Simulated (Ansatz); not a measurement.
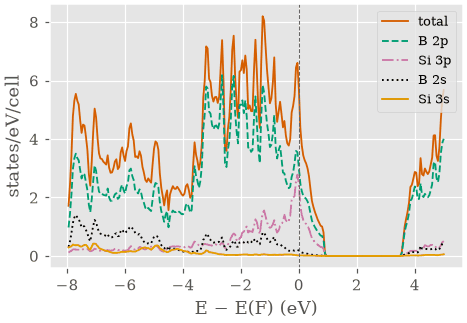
Total and projected density of states of SiB$_{6}$ in space group R-3m (No. 166; B on 18h, B on 18h, Si on 6c), the program Ansatz at the r²SCAN level (PAW)

Problem. Which orbitals carry the states next to the Fermi level?

Solution. Within 0.5 eV of the Fermi level: B 2p 59 %, Si 3p 36 %. Projections are on Löwdin-orthogonalised atomic valence shells; empty p or d shells of many metals are not among them.

Problem. Where is the tallest occupied peak in this window, and what makes it?

Solution. Near -1.2 eV, about 8.2 states/eV per cell; the largest projected share is B 2p.

The start of the workflow was typed in or built on a structure type; neither database checked (COD, Materials Project) lists it. COD files the formula under space group No. 221, so this cell is another polymorph or a model. Whether it is the stable phase at ambient conditions was not checked. The r²SCAN relaxation kept the symmetry of its start; whether a distortion lowers the energy is not shown. The volume moved by 18 % from the start of the relaxation.

Potentials: the earlier of the program's two PAW sets.
